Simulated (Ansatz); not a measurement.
**Geometry relaxation of C₂H₇Al₂Cl (part 1 of 2)**

The run: geometry relaxation of C₂H₇Al₂Cl, SMILES [AlH2][CH2][AlH][CH2]Cl. Method and program: RKS PBE-D4/def2-SVP (Ansatz 0.2.0).

The geometry: force-field start. Figures and captions count atoms from 1; the log counts them from 0 in places.

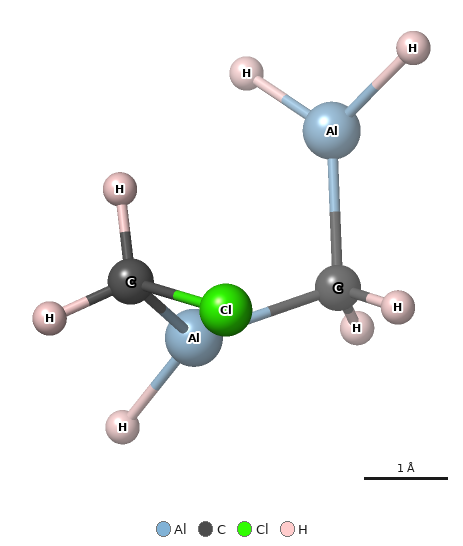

The starting structure (ball-and-stick view, seen at a tilt). Sticks mark near contacts. Bond lengths as drawn: Al–C 1.93 to 2.07 Å, Al–H 1.61 to 1.65 Å, C–Cl 1.75 Å and C–H 1.07 to 1.14 Å.

## The input
```yaml
crystal:
  periodic: [false, false, false]
  atoms:
    - {symbol: Al, position_ang: [-1.805000, 0.894900, -0.680200]}
    - {symbol: C, position_ang: [-0.866500, -0.771600, -0.939600]}
    - {symbol: Al, position_ang: [0.350400, -1.025200, 0.577000]}
    - {symbol: C, position_ang: [1.856100, 0.349800, 0.958600]}
    - {symbol: Cl, position_ang: [2.831100, 0.503800, -0.481600]}
    - {symbol: H, position_ang: [-1.702800, 2.125800, -1.768900]}
    - {symbol: H, position_ang: [-2.731300, 1.156100, 0.610000]}
    - {symbol: H, position_ang: [-1.541000, -1.597100, -0.989300]}
    - {symbol: H, position_ang: [-0.277900, -0.707200, -1.840600]}
    - {symbol: H, position_ang: [0.268700, -2.325300, 1.533300]}
    - {symbol: H, position_ang: [1.286400, 1.312100, 1.204300]}
    - {symbol: H, position_ang: [2.408900, 0.028800, 1.850800]}
basis:
  gaussian: {orbitals: def2-SVP}
hamiltonian: {xc: pbe, dispersion: d4}
relax: {f_tol: 0.03, max_steps: 200}
```

Launch command:
```bash
ansatz run in.yaml --threads 4 --pin off --events-out ev --progress --plain --max-ram 10444MiB
```

## The program's output
```
Functional definition: PBE
  name "PBE"
  cite "Perdew, Burke & Ernzerhof, Phys. Rev. Lett. 77, 3865 (1996) doi:10.1103/PhysRevLett.77.3865"
  parent pbe
  parameter kappa = 0.804
  parameter beta = 0.06672455060314922
  exchange = pbe_x(kappa = kappa, mu = beta*pi^2/3)
  correlation = pbe_c(beta = beta)
1303 factors; their error is unknown
mean field evaluation 1: about -27863.3295 eV, gradient 7.6e1 eV
mean field evaluation 2: about -27825.3543 eV, gradient 1.2e2 eV
mean field evaluation 4: about -27878.0950 eV, gradient 8.5e0 eV
mean field evaluation 8: about -27878.3401 eV, gradient 2.1e-1 eV
mean field evaluation 16: about -27878.2767 eV, gradient 1.4e-4 eV
mean field -27878.27673085 eV, -1024.5077732840 hartree, gradient 3.7e-5 eV, S^2 0.000000; 0 other end points of the search recorded, 0 dependent functions left out
the calculation of the forces begins
reference -27878.27677981 eV, -1024.5077750835 hartree; 31, 31 occupied and 86, 86 virtual orbitals, 1303 factors
relax step   1: F+E_penalty+E_count = -27878.55084440 eV  Δ(F+E_penalty+E_count) = +0.000e0 eV  max|allowed force component| = 2.811e0 eV/Å  Δτ_max = 0.0000 Å  (27 SCF iters, accepted)
these checks for a lower state are left out or cut short: starts, cluster_reference, orbital_swaps, neighbouring_geometries, increment
1303 factors; their error is unknown
mean field -27878.49733148 eV, -1024.5158802078 hartree, gradient 1.7e-5 eV, S^2 0.000000; 0 other end points of the search recorded, 0 dependent functions left out
[... from here on the field's lines of each further geometry are left out, up to the last ...]
relax step   2: F+E_penalty+E_count = -27878.77588977 eV  Δ(F+E_penalty+E_count) = -2.250e-1 eV  max|allowed force component| = 1.290e0 eV/Å  Δτ_max = 0.1625 Å  (27 SCF iters, accepted)
relax step   3: F+E_penalty+E_count = -27878.84245879 eV  Δ(F+E_penalty+E_count) = -6.657e-2 eV  max|allowed force component| = 7.996e-1 eV/Å  Δτ_max = 0.1380 Å  (28 SCF iters, accepted)
relax step   4: F+E_penalty+E_count = -27878.85629408 eV  Δ(F+E_penalty+E_count) = -1.384e-2 eV  max|allowed force component| = 2.864e-1 eV/Å  Δτ_max = 0.1351 Å  (27 SCF iters, accepted)
relax step   5: F+E_penalty+E_count = -27878.86891683 eV  Δ(F+E_penalty+E_count) = -1.262e-2 eV  max|allowed force component| = 7.762e-2 eV/Å  Δτ_max = 0.2000 Å  (28 SCF iters, accepted)
relax step   6: F+E_penalty+E_count = -27878.87579505 eV  Δ(F+E_penalty+E_count) = -6.878e-3 eV  max|allowed force component| = 2.071e-1 eV/Å  Δτ_max = 0.1341 Å  (29 SCF iters, accepted)
relax step   7: F+E_penalty+E_count = -27878.87641232 eV  Δ(F+E_penalty+E_count) = -6.173e-4 eV  max|allowed force component| = 2.149e-1 eV/Å  Δτ_max = 0.1914 Å  (28 SCF iters, accepted)
relax step   8: F+E_penalty+E_count = -27878.88652929 eV  Δ(F+E_penalty+E_count) = -1.012e-2 eV  max|allowed force component| = 2.767e-1 eV/Å  Δτ_max = 0.1290 Å  (28 SCF iters, accepted)
relax step   9: F+E_penalty+E_count = -27878.91332081 eV  Δ(F+E_penalty+E_count) = -2.679e-2 eV  max|allowed force component| = 1.370e-1 eV/Å  Δτ_max = 0.1631 Å  (28 SCF iters, accepted)
relax step  10: F+E_penalty+E_count = -27878.94492953 eV  Δ(F+E_penalty+E_count) = -3.161e-2 eV  max|allowed force component| = 1.402e-1 eV/Å  Δτ_max = 0.2000 Å  (28 SCF iters, accepted)
relax step  11: F+E_penalty+E_count = -27878.97495254 eV  Δ(F+E_penalty+E_count) = -3.002e-2 eV  max|allowed force component| = 1.849e-1 eV/Å  Δτ_max = 0.1968 Å  (28 SCF iters, accepted)
relax step  12: F+E_penalty+E_count = -27879.00393936 eV  Δ(F+E_penalty+E_count) = -2.899e-2 eV  max|allowed force component| = 2.268e-1 eV/Å  Δτ_max = 0.1955 Å  (28 SCF iters, accepted)
relax step  13: F+E_penalty+E_count = -27879.02498657 eV  Δ(F+E_penalty+E_count) = -2.105e-2 eV  max|allowed force component| = 2.440e-1 eV/Å  Δτ_max = 0.1949 Å  (29 SCF iters, accepted)
relax step  14: F+E_penalty+E_count = -27879.03959217 eV  Δ(F+E_penalty+E_count) = -1.461e-2 eV  max|allowed force component| = 3.926e-1 eV/Å  Δτ_max = 0.1945 Å  (28 SCF iters, accepted)
relax step  15: F+E_penalty+E_count = -27879.06051456 eV  Δ(F+E_penalty+E_count) = -2.092e-2 eV  max|allowed force component| = 4.353e-1 eV/Å  Δτ_max = 0.1969 Å  (29 SCF iters, accepted)
relax step  16: F+E_penalty+E_count = -27879.10266397 eV  Δ(F+E_penalty+E_count) = -4.215e-2 eV  max|allowed force component| = 4.176e-1 eV/Å  Δτ_max = 0.1936 Å  (28 SCF iters, accepted)
relax step  17: F+E_penalty+E_count = -27879.16838807 eV  Δ(F+E_penalty+E_count) = -6.572e-2 eV  max|allowed force component| = 3.219e-1 eV/Å  Δτ_max = 0.1911 Å  (28 SCF iters, accepted)
relax step  18: F+E_penalty+E_count = -27879.21744584 eV  Δ(F+E_penalty+E_count) = -4.906e-2 eV  max|allowed force component| = 4.005e-1 eV/Å  Δτ_max = 0.1952 Å  (27 SCF iters, accepted)
relax step  19: F+E_penalty+E_count = -27879.23573091 eV  Δ(F+E_penalty+E_count) = -1.829e-2 eV  max|allowed force component| = 4.545e-1 eV/Å  Δτ_max = 0.1957 Å  (29 SCF iters, accepted)
relax step  20: F+E_penalty+E_count = -27879.25469273 eV  Δ(F+E_penalty+E_count) = -1.896e-2 eV  max|allowed force component| = 2.772e-1 eV/Å  Δτ_max = 0.1156 Å  (30 SCF iters, accepted)
relax step  21: F+E_penalty+E_count = -27879.25192674 eV  Δ(F+E_penalty+E_count) = +2.766e-3 eV  max|allowed force component| = 2.874e-1 eV/Å  Δτ_max = 0.2000 Å  (26 SCF iters, rejected (line search))
relax step  22: F+E_penalty+E_count = -27879.26878950 eV  Δ(F+E_penalty+E_count) = -1.410e-2 eV  max|allowed force component| = 9.556e-2 eV/Å  Δτ_max = 0.0973 Å  (28 SCF iters, accepted)
relax step  23: F+E_penalty+E_count = -27879.26499838 eV  Δ(F+E_penalty+E_count) = +3.791e-3 eV  max|allowed force component| = 3.235e-1 eV/Å  Δτ_max = 0.1000 Å  (28 SCF iters, rejected (line search))
relax step  24: F+E_penalty+E_count = -27879.27215430 eV  Δ(F+E_penalty+E_count) = -3.365e-3 eV  max|allowed force component| = 2.365e-2 eV/Å  Δτ_max = 0.0481 Å  (29 SCF iters, accepted)
relax step  25: F+E_penalty+E_count = -27879.27365630 eV  Δ(F+E_penalty+E_count) = -1.502e-3 eV  max|allowed force component| = 4.225e-2 eV/Å  Δτ_max = 0.0487 Å  (28 SCF iters, accepted)
relax step  26: F+E_penalty+E_count = -27879.27548080 eV  Δ(F+E_penalty+E_count) = -1.825e-3 eV  max|allowed force component| = 3.841e-2 eV/Å  Δτ_max = 0.0750 Å  (28 SCF iters, accepted)
relax step  27: F+E_penalty+E_count = -27879.27612567 eV  Δ(F+E_penalty+E_count) = -6.449e-4 eV  max|allowed force component| = 6.182e-2 eV/Å  Δτ_max = 0.0778 Å  (29 SCF iters, accepted)
relax step  28: F+E_penalty+E_count = -27879.27644014 eV  Δ(F+E_penalty+E_count) = -3.145e-4 eV  max|allowed force component| = 4.967e-2 eV/Å  Δτ_max = 0.0167 Å  (30 SCF iters, accepted)
the calculation of the forces begins
reference -27878.96097605 eV, -1024.5329188312 hartree; 31, 31 occupied and 86, 86 virtual orbitals, 1303 factors
relax step  29: F+E_penalty+E_count = -27879.27662836 eV  Δ(F+E_penalty+E_count) = -1.882e-4 eV  max|allowed force component| = 2.871e-2 eV/Å  Δτ_max = 0.0173 Å  (30 SCF iters, accepted)
1303 factors; their error is unknown
mean field evaluation 224: about -27879.0249 eV, gradient 2.4e-1 eV
```

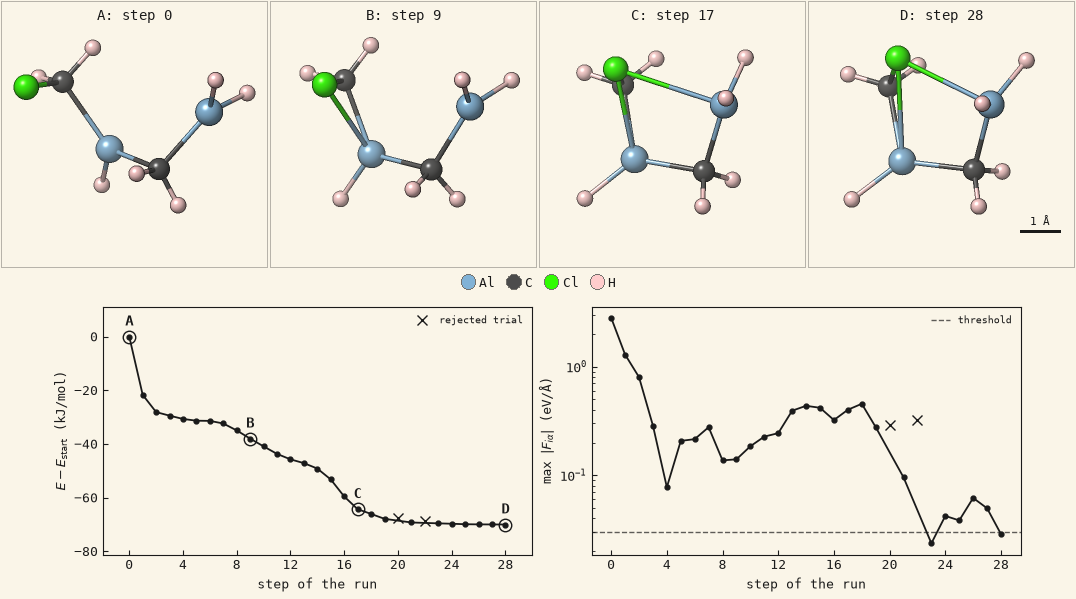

Frames of the relaxation (ball-and-stick view, seen at a tilt) above the curves, on which the letters mark them (the first geometry is step 0 here and step 1 in the log).

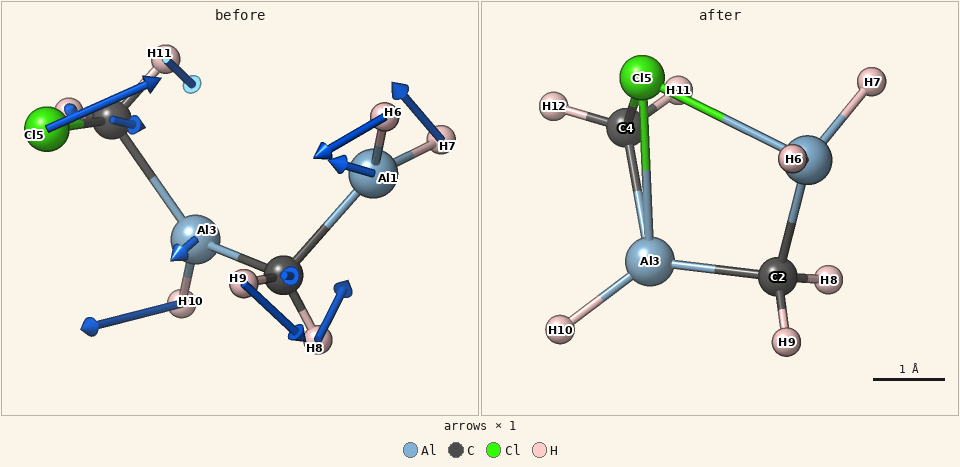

Before (left) and after (right) the relaxation, at one scale (ball-and-stick view, seen at a tilt). The blue arrows give the displacements, at true length. The largest move after the best rigid fit is that of H10, 2.31 Å. By element the largest moves are H 2.31 Å, Cl 1.80 Å, Al 0.77 Å, C 0.67 Å. Among the contacts that change: Al1–Cl5 4.657 → 2.671 Å, Al3–Cl5 3.100 → 2.835 Å, C4–Cl5 1.746 → 1.869 Å, Al3–C4 2.074 → 2.007 Å. Among the angles that change: Al3–C4–H11 103.6° → 120.3°, Al3–C4–Cl5 108.2° → 94.0°, Al3–C4–H12 108.7° → 119.3°. The energy falls by 70.0 kJ/mol in 28 geometry steps. Largest force component: 2.8 eV/Å at the start, 0.029 eV/Å at the end. The line search rejected the trial steps at points 20, 22 (counted from 0) and went back. (Atoms are counted from 1 in the order of the input.)

```
mean field -27878.96092775 eV, -1024.5329170565 hartree, gradient 2.0e-5 eV, S^2 0.000000; 1 other end points of the search recorded, 0 dependent functions left out
the calculation of the forces begins
reference -27878.96097605 eV, -1024.5329188312 hartree; 31, 31 occupied and 86, 86 virtual orbitals, 1303 factors
Total energy: -27879.27667665 eV, -1024.5445206146 hartree
Atom 0 at    -1.070064     1.042178    -1.008789 Å, force    -0.000617    -0.027400     0.000091 eV/Å
Atom 1 at    -1.079040    -0.895683    -0.559217 Å, force    -0.009044     0.024131     0.000625 eV/Å
Atom 2 at     0.656023    -1.281790     0.202173 Å, force    -0.024891    -0.010175    -0.023000 eV/Å
Atom 3 at     1.276175     0.213436     1.388064 Å, force     0.024792    -0.019554    -0.028706 eV/Å
Atom 4 at     1.370933     1.454076    -0.006983 Å, force     0.007129     0.002002     0.010739 eV/Å
Atom 5 at    -0.692785     1.515113    -2.495133 Å, force     0.000830    -0.002230    -0.001371 eV/Å
Atom 6 at    -1.825539     2.035527     0.001561 Å, force    -0.007039     0.001886     0.007253 eV/Å
Atom 7 at    -1.875748    -1.049795     0.203928 Å, force     0.002352     0.011452    -0.000154 eV/Å
Atom 8 at    -1.305145    -1.534603    -1.438790 Å, force     0.011897    -0.008560     0.001324 eV/Å
Atom 9 at     1.731226    -2.402536    -0.180405 Å, force     0.007032    -0.000056     0.001121 eV/Å
Atom 10 at     0.587491     0.660957     2.129339 Å, force    -0.011776     0.018260     0.020738 eV/Å
Atom 11 at     2.303572     0.188020     1.798051 Å, force    -0.000666     0.010244     0.011341 eV/Å
Dipole moment:     0.225276    -0.304524     0.495507 e Å
```

## Trajectory as extended XYZ (Å, eV, eV/Å), 18 of the 29 frames kept, from step=1 to step=29
```
12
Properties=species:S:1:pos:R:3:forces:R:3 step=1 energy=-27878.55084
Al   -1.8050    0.8949   -0.6802   -0.3604   0.7831  -0.5181
C    -0.8665   -0.7716   -0.9396    0.6576   1.0642   1.1635
Al    0.3504   -1.0252    0.5770    0.7663  -0.0289   0.1047
C     1.8561    0.3498    0.9586   -2.8108  -0.1372   0.7758
Cl    2.8311    0.5038   -0.4816    0.6883   0.1830  -0.8173
H    -1.7028    2.1258   -1.7689    0.0526  -0.3623   0.3383
H    -2.7313    1.1561    0.6100    0.0709  -0.0989   0.0398
H    -1.5410   -1.5971   -0.9893   -0.9538  -1.2572   0.0185
H    -0.2779   -0.7072   -1.8406    0.5909   0.1032  -0.9950
H     0.2687   -2.3253    1.5333   -0.0688   0.1366  -0.0452
H     1.2864    1.3121    1.2043    0.8801  -0.4941  -0.1971
H     2.4089    0.0288    1.8508    0.4870   0.1085   0.1321
12
Properties=species:S:1:pos:R:3:forces:R:3 step=3 energy=-27878.84246
Al   -1.7853    0.9360   -0.7275    0.0154  -0.0769   0.0541
C    -0.8162   -0.7503   -0.9123    0.0267  -0.0695  -0.0149
Al    0.3646   -1.0706    0.6138   -0.0389   0.0198  -0.0778
C     1.7331    0.3182    0.9974    0.0961   0.0903   0.7996
Cl    2.5602    0.5682   -0.5928    0.1232   0.0485  -0.2817
H    -1.6075    2.1307   -1.7711    0.0071   0.0549  -0.0330
H    -2.7161    1.1362    0.5704   -0.0146   0.0128  -0.0318
H    -1.5207   -1.6144   -0.9576    0.0372   0.0772  -0.0159
H    -0.2143   -0.7083   -1.8500   -0.0606  -0.0296   0.0779
H     0.2280   -2.3462    1.5728    0.0095  -0.0164  -0.0033
H     1.3384    1.3073    1.3359    0.0363  -0.1438  -0.1338
H     2.5130    0.0380    1.7549   -0.2374   0.0328  -0.3396
12
Properties=species:S:1:pos:R:3:forces:R:3 step=4 energy=-27878.85629
Al   -1.7659    0.9396   -0.7437    0.0118  -0.0117   0.0100
C    -0.8179   -0.7600   -0.9055   -0.0245  -0.0574  -0.0173
Al    0.3773   -1.0682    0.6099   -0.0781  -0.0411   0.0525
C     1.7246    0.3249    1.0438   -0.0052   0.0328   0.2864
Cl    2.4338    0.6125   -0.6099    0.1586   0.0642  -0.2439
H    -1.5532    2.1357   -1.7849    0.0100   0.0141  -0.0106
H    -2.7306    1.1595    0.5252   -0.0066   0.0009  -0.0191
H    -1.5343   -1.6156   -0.9262    0.0495   0.0756   0.0086
H    -0.2307   -0.7473   -1.8515   -0.0307  -0.0143   0.0527
H     0.2609   -2.3608    1.5506    0.0249  -0.0319  -0.0243
H     1.3562    1.3067    1.4105   -0.0128  -0.0404   0.0028
H     2.5570    0.0179    1.7154   -0.0970   0.0092  -0.0978
12
Properties=species:S:1:pos:R:3:forces:R:3 step=6 energy=-27878.87579
Al   -1.7067    0.9727   -0.7654    0.0475   0.0686   0.0043
C    -0.8819   -0.7952   -0.8414   -0.1157   0.0249  -0.0223
Al    0.4090   -1.1096    0.5894    0.0653  -0.0630   0.0094
C     1.6664    0.3580    1.0681    0.0644  -0.0861  -0.2071
Cl    2.3469    0.7385   -0.6137   -0.1103  -0.0634   0.1699
H    -1.2817    2.1619   -1.7613   -0.0351  -0.0754   0.0429
H    -2.7924    1.2577    0.3916    0.0265   0.0001  -0.0447
H    -1.6486   -1.6000   -0.7649    0.0426   0.0179  -0.0289
H    -0.3459   -0.8908   -1.8138   -0.0011  -0.0298   0.0491
H     0.5146   -2.5053    1.3885    0.0024   0.0879  -0.0612
H     1.2669    1.3083    1.4693   -0.0092   0.0661   0.0451
H     2.5305    0.0487    1.6873    0.0227   0.0520   0.0433
```
